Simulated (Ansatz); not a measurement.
**Geometry relaxation, with input and output: GaBSiH₆O (part 2 of 2)**

Continued. System: GaBSiH₆O, SMILES [OH][GaH][BH][SiH3]. Method: RKS PBE0-D4/def2-TZVP (Ansatz 0.2.0). The geometry: GFN2-xTB start.

Geometry of the input (Å):
```
O  -1.8254  1.0438  -0.9288
Ga -0.6476  1.5924  0.2084
B  1.0441  0.4002  -0.0574
Si 0.8640  -1.5104  0.3308
H  -2.6687  1.0393  -1.3709
H  -1.1384  2.8433  1.0890
H  1.9981  0.8388  -0.5752
H  0.0690  -2.1787  -0.7138
H  0.1804  -1.7991  1.6084
H  2.1244  -2.2695  0.4095
```

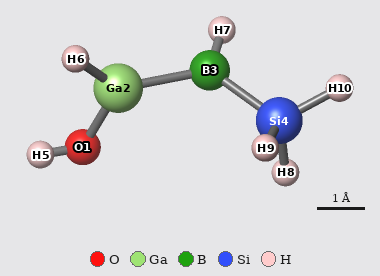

Figure 1. The geometry at step 13 of the log (ball-and-stick view, seen on its broad side; atoms are numbered from 1 in the order of the input).

Trajectory as extended XYZ, continued:
```
10
Properties=species:S:1:pos:R:3:forces:R:3 step=5 energy=-63063.97643
O    -1.8919    1.0144   -1.1726   -0.6522  -0.0002  -0.4404
Ga   -0.7472    1.5215    0.0814    0.5481  -0.0565   0.3069
B     0.9690    0.3631   -0.0915    0.1613  -0.0476  -0.0084
Si    0.9493   -1.5828    0.4232   -0.0305   0.1628  -0.0835
H    -2.7342    1.4761   -1.2348    0.2039  -0.0571   0.0735
H    -1.1248    2.6438    1.0991   -0.1478   0.1108   0.0431
H     1.9465    0.8314   -0.6177   -0.1130  -0.0766   0.0567
H     0.1361   -2.1915   -0.6815    0.0712  -0.0195   0.0954
H     0.2228   -1.8106    1.7082    0.0353  -0.0267  -0.0585
H     2.2746   -2.2653    0.4862   -0.0763   0.0105   0.0152
10
Properties=species:S:1:pos:R:3:forces:R:3 step=6 energy=-63064.00045
O    -1.9128    1.1284   -1.2281   -0.2912  -0.0613  -0.2311
Ga   -0.7396    1.4878    0.0727    0.0519   0.0419   0.0258
B     0.9658    0.3297   -0.1157    0.1489  -0.0405   0.0273
Si    0.9778   -1.6005    0.4398   -0.0320   0.0807  -0.0559
H    -2.7422    1.6125   -1.1873    0.1503  -0.0241   0.0314
H    -1.2304    2.5805    1.0781    0.0318   0.0571   0.1400
H     1.9313    0.7934   -0.6612   -0.0785  -0.0396   0.0322
H     0.1778   -2.2559   -0.6443    0.0421  -0.0166   0.0567
H     0.2597   -1.8172    1.7296    0.0190  -0.0143  -0.0361
H     2.3126   -2.2587    0.5163   -0.0424   0.0166   0.0097
10
Properties=species:S:1:pos:R:3:forces:R:3 step=7 energy=-63064.00653
O    -1.9455    1.1086   -1.2396   -0.1859   0.2464   0.0679
Ga   -0.7468    1.4858    0.0540   -0.0957  -0.0600  -0.0424
B     0.9667    0.3319   -0.1129    0.0147  -0.0295  -0.0745
Si    0.9798   -1.5948    0.4394   -0.0106  -0.0152   0.0116
H    -2.7360    1.6611   -1.1979    0.2382  -0.1936  -0.0094
H    -1.2133    2.5601    1.1027    0.0183   0.0162   0.0011
H     1.9265    0.7915   -0.6643    0.0004  -0.0005   0.0300
H     0.1908   -2.2775   -0.6329    0.0199   0.0170   0.0098
H     0.2628   -1.8195    1.7267    0.0019   0.0043  -0.0032
H     2.3151   -2.2473    0.5249   -0.0012   0.0149   0.0092
10
Properties=species:S:1:pos:R:3:forces:R:3 step=8 energy=-63064.01154
O    -1.9493    1.1612   -1.2602   -0.0340   0.0477   0.0277
Ga   -0.7577    1.4710    0.0520    0.0058  -0.0244  -0.0582
B     0.9539    0.3169   -0.1418   -0.0012  -0.0170  -0.0043
Si    0.9848   -1.5986    0.4472    0.0130   0.0102  -0.0048
H    -2.7443    1.6942   -1.1871    0.0198  -0.0251  -0.0098
H    -1.2034    2.5238    1.1288   -0.0033   0.0169   0.0298
H     1.9085    0.7760   -0.7018   -0.0041  -0.0050   0.0127
H     0.2307   -2.3078   -0.6316    0.0103  -0.0057   0.0019
H     0.2464   -1.8147    1.7230   -0.0054   0.0023   0.0002
H     2.3304   -2.2223    0.5716   -0.0010   0.0001   0.0049
10
Properties=species:S:1:pos:R:3:forces:R:3 step=9 energy=-63064.01401
O    -1.9778    1.2263   -1.2766    0.1308  -0.0716   0.0114
Ga   -0.7661    1.4603    0.0327   -0.0253  -0.0254  -0.0455
B     0.9385    0.2963   -0.1774    0.0111  -0.0030   0.0156
Si    0.9984   -1.6054    0.4546   -0.0178  -0.0058  -0.0088
H    -2.7685    1.7539   -1.1681   -0.1084   0.0797   0.0178
H    -1.1866    2.4763    1.1577    0.0081   0.0059   0.0083
H     1.8909    0.7540   -0.7413    0.0037   0.0003  -0.0064
H     0.3013   -2.3606   -0.6332    0.0162   0.0061   0.0199
H     0.2168   -1.8039    1.7082    0.0100  -0.0162  -0.0093
H     2.3531   -2.1972    0.6434   -0.0284   0.0300  -0.0030
10
Properties=species:S:1:pos:R:3:forces:R:3 step=10 energy=-63064.01476
O    -1.9993    1.2549   -1.2817    0.0923  -0.0437   0.0300
Ga   -0.7725    1.4497    0.0202   -0.0216   0.0214  -0.0408
B     0.9309    0.2845   -0.1947   -0.0517   0.0026   0.0324
Si    0.9971   -1.6091    0.4604    0.0506  -0.0410  -0.0231
H    -2.7799    1.7957   -1.1554   -0.0546   0.0407   0.0128
H    -1.1673    2.4588    1.1642    0.0037  -0.0130  -0.0090
H     1.8830    0.7399   -0.7604    0.0054  -0.0106  -0.0081
H     0.3439   -2.3927   -0.6363    0.0241   0.0237   0.0365
H     0.1986   -1.8219    1.7016    0.0062   0.0081  -0.0268
H     2.3656   -2.1597    0.6822   -0.0544   0.0117  -0.0040
10
Properties=species:S:1:pos:R:3:forces:R:3 step=11 energy=-63064.01535
O    -2.0038    1.2505   -1.2769    0.0341  -0.0023   0.0352
Ga   -0.7728    1.4533    0.0192   -0.0145   0.0124  -0.0260
B     0.9276    0.2843   -0.1922   -0.0256  -0.0062   0.0140
Si    0.9996   -1.6101    0.4589    0.0132  -0.0288  -0.0040
H    -2.7830    1.7955   -1.1509   -0.0057   0.0038   0.0006
H    -1.1605    2.4696    1.1592    0.0008  -0.0108  -0.0116
H     1.8806    0.7366   -0.7592    0.0052   0.0001  -0.0085
H     0.3545   -2.3941   -0.6410    0.0197   0.0174   0.0197
H     0.1920   -1.8258    1.6930    0.0061   0.0001  -0.0139
H     2.3657   -2.1596    0.6899   -0.0334   0.0142  -0.0055
10
Properties=species:S:1:pos:R:3:forces:R:3 step=12 energy=-63064.01596
O    -2.0091    1.2354   -1.2567   -0.0079   0.0070  -0.0125
Ga   -0.7646    1.4631    0.0189   -0.0082  -0.0029   0.0235
B     0.9256    0.2840   -0.1914    0.0058   0.0062  -0.0210
Si    0.9946   -1.6105    0.4577    0.0106   0.0078   0.0089
H    -2.7844    1.7872   -1.1352   -0.0042  -0.0038  -0.0018
H    -1.1462    2.4913    1.1481    0.0038   0.0109  -0.0003
H     1.8767    0.7284   -0.7698   -0.0025  -0.0155   0.0080
H     0.3833   -2.3941   -0.6585    0.0019  -0.0011  -0.0108
H     0.1644   -1.8405    1.6724   -0.0054  -0.0023   0.0037
H     2.3598   -2.1443    0.7144    0.0061  -0.0063   0.0023
10
Properties=species:S:1:pos:R:3:forces:R:3 step=13 energy=-63064.01666
O    -2.0275    1.2410   -1.2407   -0.0550   0.0212  -0.0190
Ga   -0.7655    1.4664    0.0165    0.0057   0.0197   0.0341
B     0.9143    0.2755   -0.1983    0.0351  -0.0027  -0.0284
Si    0.9966   -1.6149    0.4600   -0.0182   0.0008   0.0104
H    -2.7964    1.8015   -1.1125    0.0271  -0.0259  -0.0088
H    -1.1199    2.5149    1.1365    0.0023   0.0023   0.0011
H     1.8637    0.7090   -0.7889   -0.0140  -0.0117   0.0123
H     0.4439   -2.4097   -0.6797    0.0031   0.0040  -0.0001
H     0.1275   -1.8634    1.6442    0.0089  -0.0080  -0.0062
H     2.3633   -2.1203    0.7630    0.0050   0.0001   0.0045
10
Properties=species:S:1:pos:R:3:forces:R:3 step=14 energy=-63064.01677
O    -2.0515    1.2454   -1.2171   -0.0614   0.0280  -0.0143
Ga   -0.7628    1.4766    0.0115    0.0030   0.0206   0.0425
B     0.9014    0.2656   -0.2101    0.0521   0.0049  -0.0221
Si    0.9957   -1.6190    0.4630   -0.0340  -0.0612  -0.0053
H    -2.8129    1.8143   -1.0811    0.0358  -0.0310  -0.0116
H    -1.0837    2.5464    1.1232    0.0040  -0.0077  -0.0104
H     1.8492    0.6826   -0.8165   -0.0245  -0.0154   0.0163
H     0.5236   -2.4276   -0.7087    0.0249   0.0372   0.0598
H     0.0770   -1.8996    1.6050    0.0436   0.0055  -0.0451
H     2.3640   -2.0846    0.8309   -0.0434   0.0192  -0.0099
10
Properties=species:S:1:pos:R:3:forces:R:3 step=15 energy=-63064.01713
O    -2.0436    1.2426   -1.2231   -0.0351   0.0143  -0.0070
Ga   -0.7638    1.4750    0.0155    0.0098   0.0164   0.0204
B     0.9054    0.2691   -0.2056    0.0240   0.0018  -0.0183
Si    0.9944   -1.6179    0.4613   -0.0140  -0.0279   0.0054
H    -2.8078    1.8081   -1.0911    0.0167  -0.0165  -0.0076
H    -1.0934    2.5418    1.1263   -0.0004  -0.0035  -0.0020
H     1.8532    0.6889   -0.8087   -0.0156  -0.0094   0.0117
H     0.5011   -2.4222   -0.7008    0.0101   0.0152   0.0200
H     0.0923   -1.8929    1.6154    0.0151   0.0036  -0.0197
H     2.3623   -2.0927    0.8107   -0.0106   0.0061  -0.0028
10
Properties=species:S:1:pos:R:3:forces:R:3 step=16 energy=-63064.01724
O    -2.0448    1.2419   -1.2202   -0.0076   0.0043  -0.0026
Ga   -0.7624    1.4782    0.0159    0.0043  -0.0006   0.0087
B     0.9048    0.2682   -0.2069    0.0095   0.0076  -0.0064
Si    0.9933   -1.6186    0.4611   -0.0052  -0.0070   0.0009
H    -2.8090    1.8068   -1.0889    0.0003  -0.0031  -0.0034
H    -1.0916    2.5454    1.1259    0.0011   0.0000  -0.0012
H     1.8529    0.6850   -0.8105   -0.0068  -0.0044   0.0032
H     0.5076   -2.4229   -0.7026    0.0027   0.0022   0.0050
H     0.0882   -1.8954    1.6108    0.0039  -0.0007  -0.0049
H     2.3610   -2.0886    0.8152   -0.0022   0.0017   0.0006
10
Properties=species:S:1:pos:R:3:forces:R:3 step=17 energy=-63064.01729
O    -2.0496    1.2419   -1.2122    0.0111  -0.0061   0.0038
Ga   -0.7613    1.4814    0.0180    0.0045   0.0031  -0.0070
B     0.9018    0.2661   -0.2087   -0.0090   0.0016  -0.0061
Si    0.9913   -1.6202    0.4609    0.0075  -0.0022  -0.0018
H    -2.8123    1.8084   -1.0812   -0.0094   0.0061   0.0001
H    -1.0819    2.5574    1.1217   -0.0014  -0.0010   0.0031
H     1.8477    0.6762   -0.8198   -0.0014   0.0000   0.0036
H     0.5308   -2.4283   -0.7100    0.0006   0.0004   0.0022
H     0.0743   -1.9072    1.5979   -0.0012   0.0004   0.0004
H     2.3592   -2.0757    0.8333   -0.0013  -0.0023   0.0016
10
Properties=species:S:1:pos:R:3:forces:R:3 step=18 energy=-63064.01732
O    -2.0528    1.2428   -1.2086    0.0091  -0.0010   0.0037
Ga   -0.7603    1.4839    0.0170   -0.0037  -0.0048  -0.0050
B     0.8996    0.2647   -0.2118   -0.0016   0.0036   0.0010
Si    0.9915   -1.6207    0.4603    0.0006  -0.0072  -0.0006
H    -2.8147    1.8103   -1.0770   -0.0050   0.0034   0.0002
H    -1.0776    2.5607    1.1210    0.0010  -0.0002   0.0005
H     1.8458    0.6732   -0.8233    0.0007   0.0005  -0.0010
H     0.5423   -2.4328   -0.7124    0.0015   0.0015   0.0021
H     0.0681   -1.9110    1.5913   -0.0015   0.0017   0.0006
H     2.3582   -2.0711    0.8433   -0.0011   0.0024  -0.0015
10
Properties=species:S:1:pos:R:3:forces:R:3 step=19 energy=-63064.01733
O    -2.0534    1.2446   -1.2090    0.0026   0.0012   0.0029
Ga   -0.7607    1.4832    0.0167   -0.0025  -0.0024  -0.0036
B     0.8987    0.2638   -0.2129    0.0006   0.0025   0.0016
Si    0.9916   -1.6213    0.4604   -0.0008  -0.0024  -0.0013
H    -2.8152    1.8123   -1.0764   -0.0004   0.0004  -0.0005
H    -1.0767    2.5592    1.1219    0.0005  -0.0006   0.0004
H     1.8450    0.6724   -0.8242    0.0003   0.0004  -0.0015
H     0.5449   -2.4347   -0.7122    0.0010   0.0005   0.0029
H     0.0670   -1.9105    1.5907    0.0009  -0.0007  -0.0006
H     2.3588   -2.0691    0.8451   -0.0022   0.0011  -0.0004
10
Properties=species:S:1:pos:R:3:forces:R:3 step=20 energy=-63064.01734
O    -2.0544    1.2472   -1.2093   -0.0030   0.0032   0.0006
Ga   -0.7610    1.4827    0.0160   -0.0017  -0.0004   0.0007
B     0.8978    0.2630   -0.2143    0.0004   0.0000  -0.0015
Si    0.9917   -1.6217    0.4605   -0.0005   0.0000   0.0000
H    -2.8157    1.8155   -1.0757    0.0037  -0.0025  -0.0005
H    -1.0755    2.5570    1.1234   -0.0001   0.0000  -0.0001
H     1.8436    0.6711   -0.8268    0.0004  -0.0003  -0.0001
H     0.5491   -2.4378   -0.7117    0.0004   0.0007   0.0019
H     0.0654   -1.9111    1.5895    0.0019  -0.0008  -0.0014
H     2.3591   -2.0659    0.8483   -0.0017  -0.0001   0.0004
```

Results in brief:

| quantity | value |
| --- | --- |
| outcome | converged |
| total energy | −63064.0174 eV |
| mean-field energy | −63063.8479 eV |
| dispersion energy | −0.1695 eV |
| SCF solution under orbital rotations | stable |
| largest force (length of the vector) at the end | 0.005 eV/Å |
| dipole moment | 1.32 D |
| hardware | 4 threads of Arm Neoverse V2, 23 GiB of memory available, shared host |
| wall time | 58 s (CPU time 3.6 min) |
| peak memory | 0.48 GiB |
